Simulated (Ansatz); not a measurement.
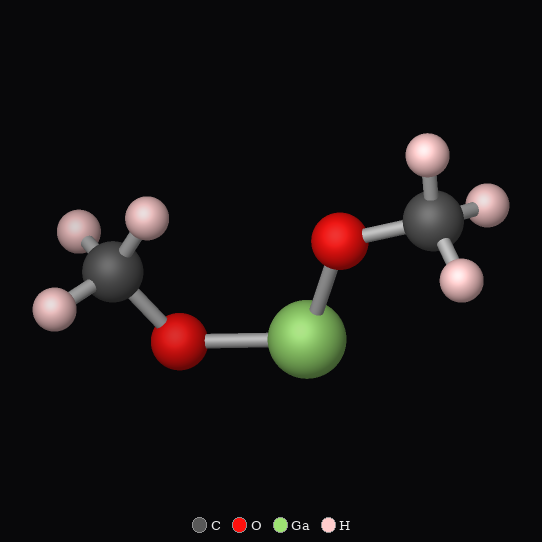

The species is neutral and a spin doublet. Computed geometry: PBE0-D4/def2-TZVP optimisation.

Give the structural formula.

SMILES: C[O][Ga][O]C

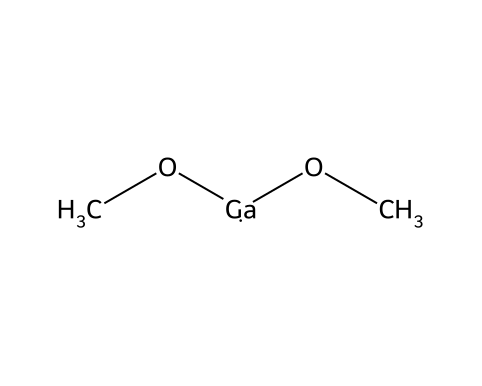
